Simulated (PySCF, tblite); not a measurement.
# C₄H₆O₂SSi: geometry, infrared bands and NMR shifts

Wanted: the infrared bands and NMR shifts of C₄H₆O₂SSi (`C=C[C@@H]1O[SiH2]OC1=S`), by calculation.

Computed with tblite 0.8.0 and PySCF 2.14.0, with density-fitted response routines of our own, on a single molecule in the gas phase. Atoms are numbered from 0 throughout.

### 1 The molecule as given

14 atoms, charge 0, multiplicity 1; geometry from: force field or distance geometry start.

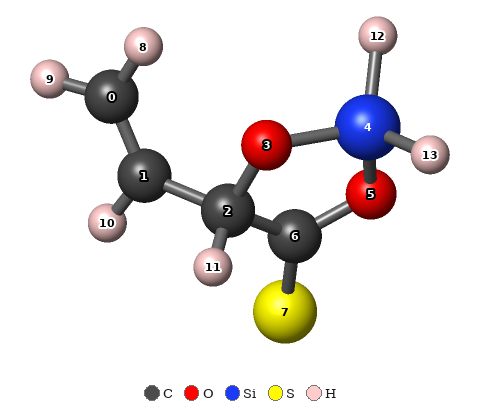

As it starts; carbon dark grey, oxygen red, silicon blue, sulfur yellow, hydrogen pink, atoms numbered.

### 2 Relaxing the molecule with GFN2-xTB

What the job is given:

```
{"job": {"kind": "relax", "xc": "GFN2-xTB", "basis": "xTB"}, "charge": 0, "multiplicity": 1}
C     -2.263800    -0.104900     0.178900
C     -1.211700    -0.889700     0.359100
C      0.229600    -0.459100     0.606300
O      0.298400     0.983200     0.700100
Si     1.400200     1.547500    -0.396200
O      1.829500     0.105400    -1.106400
C      1.169200    -0.916600    -0.522200
S      1.515100    -2.468000    -0.992600
H     -2.188700     0.977800     0.181600
H     -3.264500    -0.528100     0.032400
H     -1.376500    -1.972800     0.369200
H      0.569700    -0.877600     1.555800
H      0.732600     2.439200    -1.373000
H      2.560200     2.163200     0.285200
```

Started as:

```
$ OMP_NUM_THREADS=1 python probes_run.py task.json out
```

The driver reads the jobs from task.json and runs them one after another.

Output:

```text
step      E/eV     max force
  0    -674.46393    1.785
  1    -674.60459    1.054
  2    -674.65678    0.635
  3    -674.67290    0.417
  4    -674.68103    0.343
  5    -674.68718    0.253
  6    -674.69877    0.348
  7    -674.70550    0.282
  8    -674.71016    0.144
  9    -674.71222    0.103
 10    -674.71377    0.099
 11    -674.71514    0.104
 12    -674.71647    0.086
 13    -674.71761    0.080
 14    -674.71876    0.106
 15    -674.72006    0.116
 16    -674.72132    0.100
 17    -674.72225    0.070
 18    -674.72288    0.056
 19    -674.72342    0.059
 20    -674.72400    0.059
 21    -674.72460    0.063
 22    -674.72509    0.050
 23    -674.72547    0.054
 24    -674.72577    0.058
 25    -674.72603    0.054
 26    -674.72628    0.042
 27    -674.72653    0.035
 28    -674.72678    0.037
 29    -674.72705    0.039
 30    -674.72733    0.042
 31    -674.72758    0.042
 32    -674.72782    0.041
 33    -674.72810    0.048
 34    -674.72847    0.059
 35    -674.72889    0.056
 36    -674.72925    0.040
 37    -674.72951    0.036
 38    -674.72972    0.044
 39    -674.73000    0.044
 40    -674.73032    0.049
 41    -674.73061    0.041
 42    -674.73082    0.036
 43    -674.73101    0.045
 44    -674.73126    0.052
 45    -674.73154    0.047
 46    -674.73179    0.041
 47    -674.73201    0.043
 48    -674.73227    0.051
 49    -674.73261    0.072
 50    -674.73302    0.068
 51    -674.73335    0.051
 52    -674.73355    0.039
 53    -674.73368    0.027
 54    -674.73378    0.024
 55    -674.73384    0.013
 56    -674.73386    0.011
 57    -674.73388    0.010
 58    -674.73390    0.012
 59    -674.73392    0.009
```

Run time: 0.34 s. Hardware: 1 thread of Arm Neoverse V2, shared host.

Step by step: (not every step is listed)

```tsv
step	energy from step 0 (eV)	largest force (eV/Å)
0	0.0000	1.7852
1	-0.1407	1.0545
2	-0.1929	0.6355
3	-0.2090	0.4171
4	-0.2171	0.3427
5	-0.2233	0.2532
6	-0.2348	0.3475
7	-0.2416	0.2822
8	-0.2462	0.1439
12	-0.2525	0.0861
16	-0.2574	0.0995
20	-0.2601	0.0593
24	-0.2618	0.0582
28	-0.2628	0.0373
32	-0.2639	0.0412
36	-0.2653	0.0404
40	-0.2664	0.0489
44	-0.2673	0.0520
48	-0.2683	0.0508
52	-0.2696	0.0389
54	-0.2699	0.0236
55	-0.2699	0.0131
56	-0.2699	0.0108
57	-0.2699	0.0099
58	-0.2700	0.0118
59	-0.2700	0.0094
```

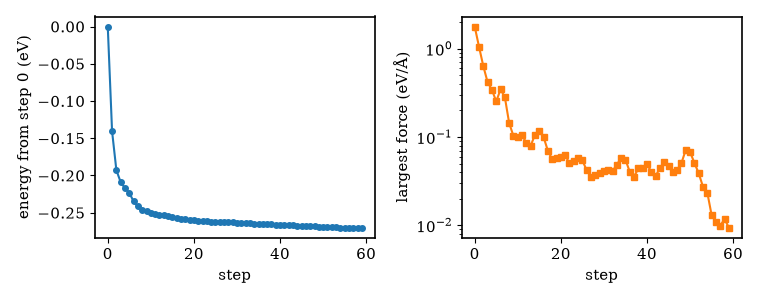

Energy and force, step by step.

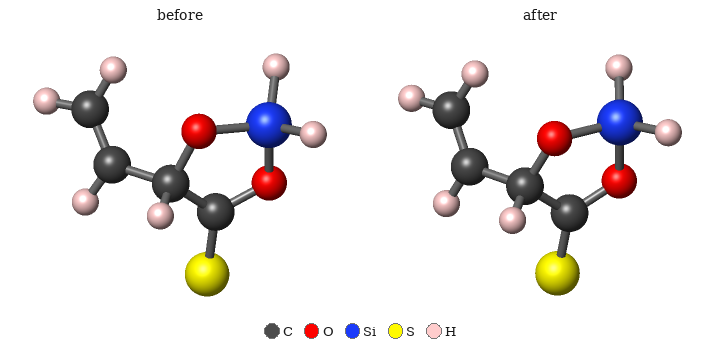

The geometry before (left) and after (right).

Distances of close pairs at the start and the end, largest changes first:

```tsv
bond	before (Å)	after (Å)	change (Å)
C2–O3	1.447	1.401	-0.046
C6–S7	1.658	1.614	-0.044
O5–C6	1.350	1.315	-0.034
Si4–H13	1.480	1.448	-0.031
Si4–H12	1.482	1.451	-0.031
O3–Si4	1.654	1.630	-0.023
C0–H9	1.096	1.076	-0.020
C1–C2	1.524	1.504	-0.020
```

The end geometry stands in the next job.

### 3 Infrared spectrum with GFN2-xTB

What the job is given:

```
{"job": {"kind": "ir", "xc": "GFN2-xTB", "basis": "xTB"}, "charge": 0, "multiplicity": 1}
C     -2.152957    -0.046192     0.127391
C     -1.161220    -0.890229     0.331047
C      0.244654    -0.476428     0.671060
O      0.397616     0.908479     0.815211
Si     1.285234     1.578880    -0.376733
O      1.700492     0.117326    -1.076839
C      1.158648    -0.912603    -0.464067
S      1.423234    -2.446161    -0.890772
H     -2.015131     1.017635     0.226824
H     -3.140115    -0.390259    -0.127337
H     -1.280442    -1.960245     0.239309
H      0.555358    -0.966211     1.602974
H      0.485800     2.297480    -1.350947
H      2.498153     2.168057     0.151150
```

Output:

```text
mode    cm-1     km/mol
  1      60.0      1.23
  2      81.6      2.47
  3     131.1      2.12
  4     195.0      2.18
  5     281.1      6.08
  6     303.1      6.69
  7     430.3     17.81
  8     482.3      7.31
  9     485.2     12.88
 10     527.0      4.62
 11     582.8      4.78
 12     615.6    124.59
 13     657.2      0.40
 14     669.3    128.00
 15     781.2    331.57
 16     795.1    115.12
 17     830.2     81.81
 18     881.1     31.00
 19     905.6     44.51
 20     963.3      1.43
 21    1011.1     41.44
 22    1019.6     42.73
 23    1111.7     54.02
 24    1150.1    110.72
 25    1168.5     61.56
 26    1250.9     83.46
 27    1262.1      1.67
 28    1311.6    405.77
 29    1392.4      1.14
 30    1710.1     10.78
 31    2376.9    280.58
 32    2410.1    138.31
 33    2893.2     16.93
 34    3079.8      8.97
 35    3108.1      7.59
 36    3138.1     21.78
```

Wall time 0.43 s (1 thread of Arm Neoverse V2, shared host).

Which atoms move in the most intense modes:

```tsv
cm⁻¹	km/mol	atoms
616	124.6	H13 40 %, H12 35 %, Si4 14 %
669	128.0	H12 48 %, H13 37 %
781	331.6	O5 54 %, Si4 26 %
795	115.1	H12 42 %, H13 39 %, O5 10 %
1150	110.7	H11 43 %, C2 28 %, C6 18 %
1312	405.8	C6 71 %, O5 14 %
2377	280.6	H12 83 %, H13 12 %
2410	138.3	H13 84 %, H12 13 %
```

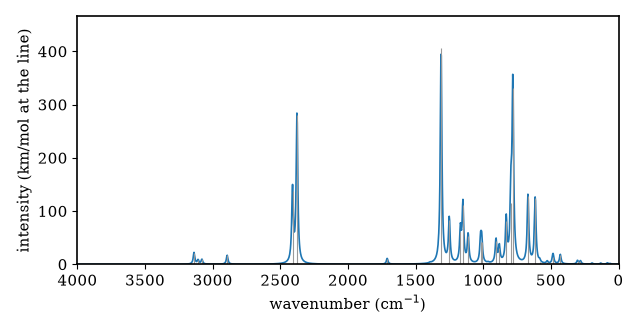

The infrared spectrum from these modes, unscaled. Lines are broadened to a width of 14 cm⁻¹ (Lorentzian).

### 4 Nuclear shieldings: PBE0/pcSseg-1

Settings changed since step 3:

```diff
@@ -1,2 +1,2 @@
-{"job": {"kind": "ir", "xc": "GFN2-xTB", "basis": "xTB"}, "charge": 0, "multiplicity": 1}
+{"job": {"kind": "nmr", "xc": "PBE0", "basis": "pcSseg-1"}, "charge": 0, "multiplicity": 1}
 C     -2.152957    -0.046192     0.127391
```

Level: GIAO PBE0/pcSseg-1 NMR shielding, non-relativistic, gas phase.

Output:

```text
coarse grid: 13488 points
cycle   1  E = -993.2954096408  dE =  1.518e+00  |g| = 9.067e-01  |ddm| = 3.681e+00
cycle   2  E = -993.0649575041  dE =  2.305e-01  |g| = 1.433e+00  |ddm| = 1.825e+00
cycle   3  E = -993.4466828894  dE = -3.817e-01  |g| = 1.581e-01  |ddm| = 1.245e+00
cycle   4  E = -993.4514469149  dE = -4.764e-03  |g| = 8.172e-02  |ddm| = 2.290e-01
cycle   5  E = -993.4529589725  dE = -1.512e-03  |g| = 2.794e-02  |ddm| = 1.056e-01
cycle   6  E = -993.4531487787  dE = -1.898e-04  |g| = 5.410e-03  |ddm| = 3.324e-02
cycle   7  E = -993.4531535101  dE = -4.731e-06  |g| = 2.715e-03  |ddm| = 6.054e-03
final grid: 123152 points
cycle   8  E = -993.5233623969  dE = -1.429e-05  |g| = 1.329e-02  |ddm| = 2.748e-02
cycle   9  E = -993.5233046143  dE =  5.778e-05  |g| = 2.145e-02  |ddm| = 2.581e-02
cycle  10  E = -993.5233957750  dE = -9.116e-05  |g| = 1.976e-03  |ddm| = 1.711e-02
cycle  11  E = -993.5233967322  dE = -9.573e-07  |g| = 4.206e-04  |ddm| = 2.075e-03
cycle  12  E = -993.5233967664  dE = -3.419e-08  |g| = 1.645e-04  |ddm| = 5.358e-04
cycle  13  E = -993.5233967729  dE = -6.473e-09  |g| = 5.264e-05  |ddm| = 2.227e-04
cycle  14  E = -993.5233967735  dE = -5.980e-10  |g| = 1.543e-05  |ddm| = 5.857e-05
converged SCF energy = -993.5233967735

GIAO shielding tensors (ppm)
atom      isotropic    diamagn.    paramagn.     s11        s22        s33       span
  0 C       68.495     253.985    -185.490    -44.278     71.633    178.130    222.408
  1 C       38.809     258.123    -219.314    -74.558     54.488    136.496    211.055
  2 C       98.576     246.450    -147.873     83.257     88.993    123.479     40.222
  3 O      289.395     397.857    -108.462    246.748    270.674    350.765    104.017
  4 Si     346.427     881.428    -535.001    315.422    344.228    379.629     64.207
  5 O       71.673     396.464    -324.791   -109.291     90.069    234.243    343.533
  6 C      -38.889     258.498    -297.387   -213.731     22.475     74.589    288.320
  7 S       79.661    1057.035    -977.374   -469.474    -19.983    728.440   1197.914
  8 H       26.016      31.935      -5.919     22.844     24.381     30.824      7.980
  9 H       26.172      28.696      -2.524     23.765     25.166     29.584      5.820
 10 H       25.024      31.140      -6.115     22.275     23.829     28.969      6.694
 11 H       26.220      29.650      -3.429     21.922     26.801     29.937      8.015
 12 H       26.271      30.055      -3.784     22.697     24.125     31.990      9.293
 13 H       26.351      29.021      -2.670     23.022     23.505     32.526      9.504
```

Wall time 32 s (1 thread of Arm Neoverse V2, shared host); peak memory 0.74 GiB.

Shifts follow as δ = σ(reference) − σ, with reference shieldings (ppm) from runs at the same level and on the same kind of geometry: ¹H TMS 31.72, ¹³C TMS 186.9, ²⁹Si TMS 349.2, ¹⁷O H2O 336.1, ³³S CS2 504. The references are single molecules in the gas phase, so shifts against H2O, NH3, PH3, H3PO4 or CFCl3 are not on the usual liquid scales and can be off by tens of ppm.

```tsv
atoms	environment	σ (ppm)	δ (ppm)	δ scaled to CDCl3
C6	thiocarbonyl carbon	-38.9	225.8	214.1
C1	alkene CH	38.8	148.1	142.6
C0	terminal =CH2 carbon	68.5	118.4	113.7
C2	allylic sp3 CH bonded to O	98.6	88.3	84.3
H10	hydrogen on an alkene CH	25.02	6.69	6.41
H8	hydrogen on a terminal =CH2 carbon	26.02	5.70	5.48
H9	hydrogen on a terminal =CH2 carbon	26.17	5.55	5.33
H11	hydrogen on an allylic sp3 CH bonded to O	26.22	5.50	5.29
H12	hydrogen on a silicon bonded to 2 O, in a 5-membered ring	26.27	5.45	–
H13	hydrogen on a silicon bonded to 2 O, in a 5-membered ring	26.35	5.37	–
O5	oxygen bound to a thiocarbonyl carbon	71.7	264.4	–
O3	oxygen bonded to C, Si, in a 5-membered ring	289.4	46.7	–
Si4	silicon bonded to 2 O, 2 H, in a 5-membered ring	346.4	2.7	–
S7	thione sulfur	80	424	–
```

The scaled column applies a straight-line fit of computed shieldings to shifts measured in CDCl3, with any fitted terms for Cl, Br or S neighbours (root-mean-square error 0.16 ppm for H, 1.9 ppm for C).

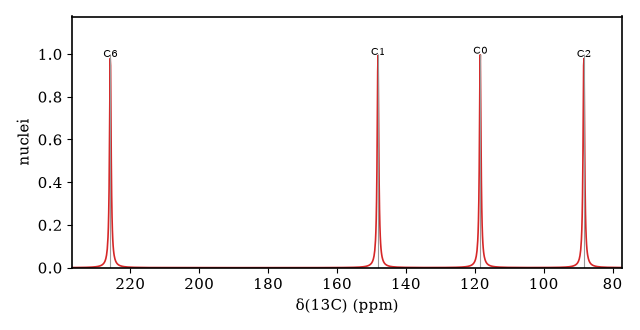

¹³C lines at the computed shifts, without couplings. Lines are broadened to a width of 0.55 ppm (Lorentzian).

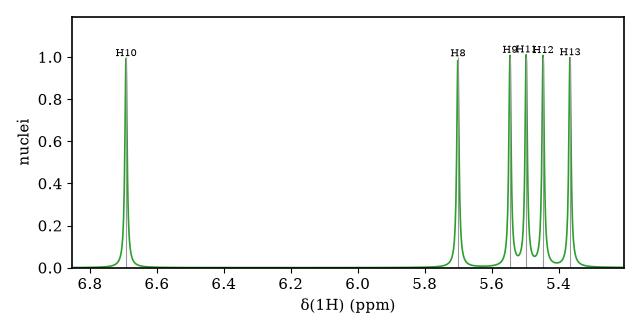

¹H lines at the computed shifts, without couplings. Lines are broadened to a width of 0.01 ppm (Lorentzian).

Charges from the same density, by scheme (e):

```tsv
atoms	Mulliken	IAO	Hirshfeld	ESP fit
C0	-0.12	-0.31	-0.10	-0.36
C1	-0.21	-0.15	-0.05	-0.12
C2	0.12	0.05	0.04	0.27
O3	-0.60	-0.65	-0.23	-0.48
Si4	0.97	1.22	0.51	0.89
O5	-0.50	-0.53	-0.18	-0.41
C6	0.10	0.12	0.10	0.20
S7	-0.10	-0.14	-0.17	-0.26
```

Mulliken charges:

C0 -0.12; C1 -0.21; C2 0.12; O3 -0.60; Si4 0.97; O5 -0.50; C6 0.10; S7 -0.10; H8 0.12; H9 0.13; H10 0.13; H11 0.17; H12 -0.10; H13 -0.10

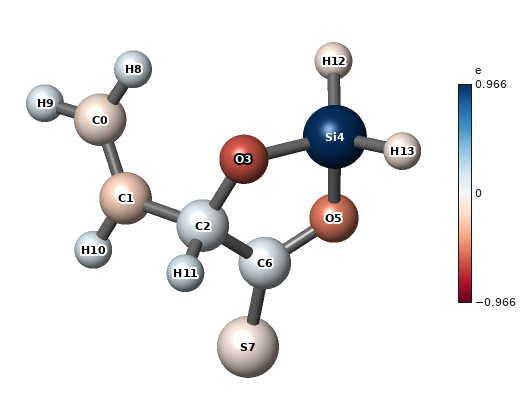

Mulliken charges, as colours on the atoms.

Mayer bond orders: C0–C1 1.99, C1–C2 0.99, C2–O3 0.88, O3–Si4 1.00, Si4–O5 0.86, O5–C6 1.07, C6–S7 1.79, C6–C2 0.95.

Ring of atoms C2, O3, Si4, O5, C6: NICS(0) -4.1, NICS(1) -2.6, NICS(1)zz -4.2 ppm (means of both faces).

The fields below are evaluated on a grid from the run's orbitals.

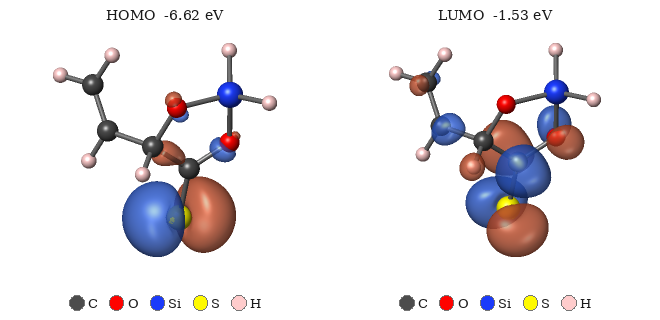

PBE0/pcSseg-1 orbitals near the gap, drawn at the value that encloses 70 % of each; the two colours are the two signs.

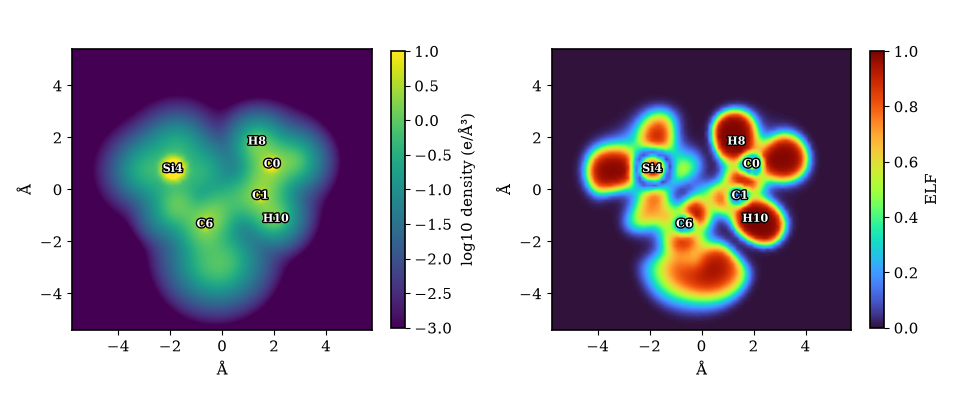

Density (left) and ELF (right) in a plane through or near 6 of the atoms.

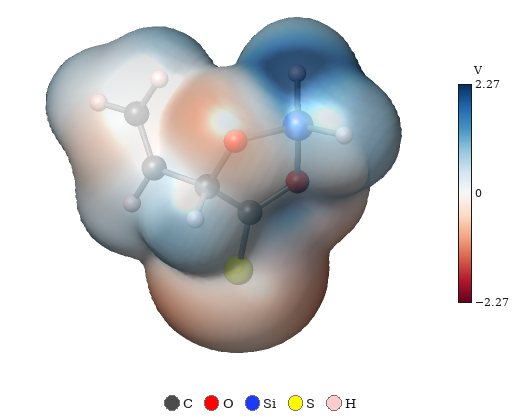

Electrostatic potential on the surface of density 0.002 e/bohr³; red is low, blue high. It runs from -1.29 V near S7 to 2.27 V near Si4.

### 5 Results

```
                                 quantity                                   value
strongest single infrared mode (GFN2-xTB)                   1312 cm⁻¹, 406 km/mol
             zero-point energy (GFN2-xTB)                           57.3 kcal/mol
   ¹³C shifts against TMS (PBE0/pcSseg-1)           225.8, 148.1, 118.4, 88.3 ppm
    ¹H shifts against TMS (PBE0/pcSseg-1)  6.69, 5.70, 5.55, 5.50, 5.45, 5.37 ppm
   ¹⁷O shifts against H2O (PBE0/pcSseg-1)                         264.4, 46.7 ppm
  ²⁹Si shifts against TMS (PBE0/pcSseg-1)                                 2.7 ppm
   ³³S shifts against CS2 (PBE0/pcSseg-1)                                 424 ppm
    surface potential, least and greatest                      -1.29 V and 2.27 V
```

**Reading.** The optimisation took 59 steps and gained 0.270 eV; among the close pairs (by a distance rule), C2–O3 changed most, from 1.447 to 1.401 Å. No mode is imaginary among the 36: a minimum at this level. The strongest single mode, at 1312 cm⁻¹, moves mainly C6. Unscaled tight-binding wavenumbers are off by several per cent, some by more. Its intensities can rank the bands wrongly. The most deshielded carbon is C6 (thiocarbonyl carbon), at 225.8 ppm: low-lying n→π* states of the double bond to the heteroatom give a large paramagnetic term (-297 ppm). The most deshielded hydrogen is H10 (hydrogen on an alkene CH), at 6.69 ppm: olefinic region. At PBE0/pcSseg-1: Shielding is most anisotropic at S7 (span 1198 ppm, paramagnetic term -977 ppm). At PBE0/pcSseg-1, counted by nearest atom on the grid, the HOMO lies on S7 83 %, the LUMO on C6 41 %; S7 33 %.
